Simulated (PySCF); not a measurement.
Vertical excitations of a molecule C2H9FSi3 from TDA-M06-2X/def2-SVPD (PySCF), as energy in eV (oscillator strength): 4.87 (0.012), 5.66 (0.111), 6.16 (0.013), 6.45 (0.005), 6.57 (0.011), 6.83 (0.192). Lowest triplet (TDA): 4.32 eV. Coordinates come from a ωB97X-D3(BJ)/def2-SVP optimisation. The values are those of a single conformer.

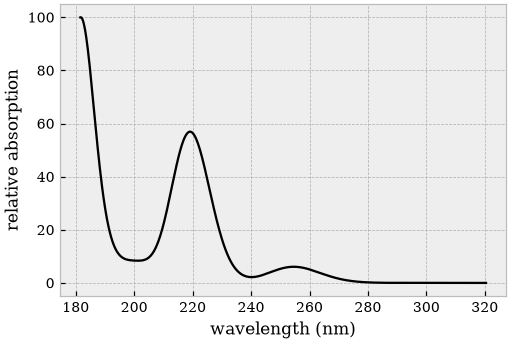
The lines broadened by 0.4 eV.

Identify the compound among the candidates.
A) C[Si]1(F)[SiH2]C[SiH2]1
B) F[SiH2]/C([SiH3])=C\[SiH3]
C) F[C@H]1C[SiH2][Si@@H]1[SiH3]
D) C=C(F)[SiH]([SiH3])[SiH3]

A, C[Si]1(F)[SiH2]C[SiH2]1
